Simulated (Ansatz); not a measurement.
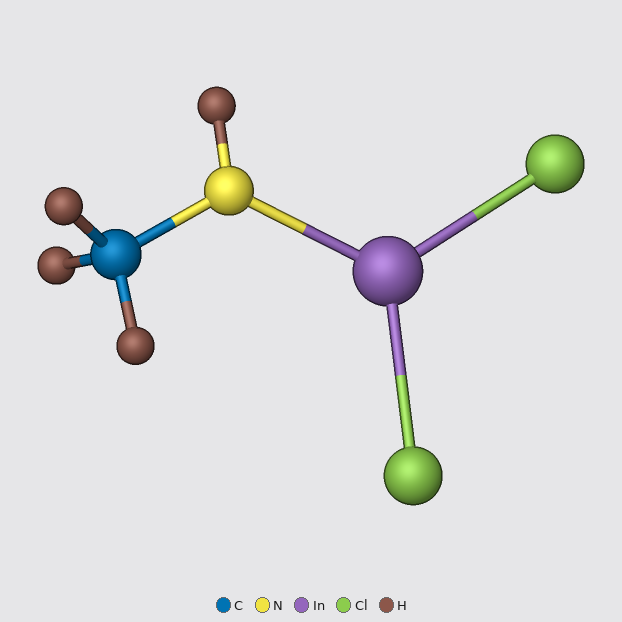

Harmonic vibrations computed with RKS PBE0-D4/def2-TZVP, core potentials on In (Ansatz 0.2.0) at a stationary point of the same level.

### How many imaginary frequencies does it have?

A minimum: no imaginary frequency, and the lowest mode lies at 63 cm⁻¹.

### List the wavenumbers.

21 modes: 63, 78, 89, 102, 132, 253, 355, 384, 420, 597, 1091, 1127, 1132, 1379, 1459, 1484, 1510, 3010, 3061, 3114, 3619 cm⁻¹.
